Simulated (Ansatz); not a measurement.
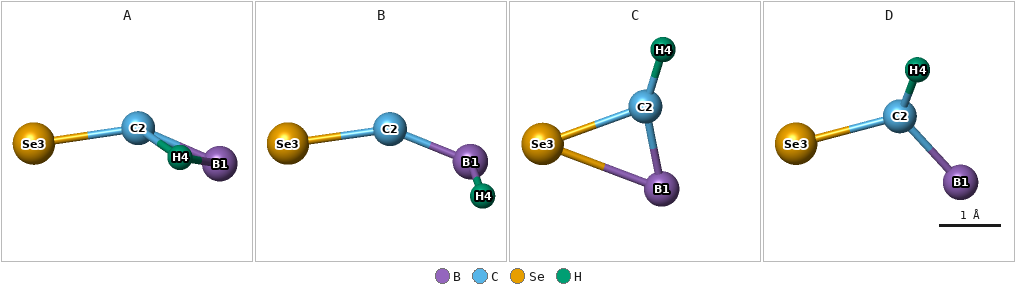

4 geometries from a converged minimum-energy path of CHBSe, shuffled. A ball-and-stick model, seen face on.

Computed with Ansatz 0.2.0, RKS PBE/def2-SVP. Settings: 9 movable images; climbing image; force threshold 0.05 eV/Å; iteration limit 60; starting path through a guess of the saddle point.

Q: Which frame is the transition state?

A: A. In order along the path, whose images run from 0 to 10: B (image 3, +82.9 kJ/mol), A (image 5, +167.9 kJ/mol), D (image 8, +122.6 kJ/mol), C (image 10, +82.4 kJ/mol). A hydrogen atom shifts from one atom to another. Breaking: B1–H4 (1.19 → 1.39 at the top → 2.54 Å). Forming: C2–H4 (2.59 → 1.39 at the top → 1.10 Å).

The run took 2.3 min on 1 thread of Intel(R) Xeon(R) Platinum 8488C (Sapphire Rapids) (shared host), peak memory 0.14 GiB.
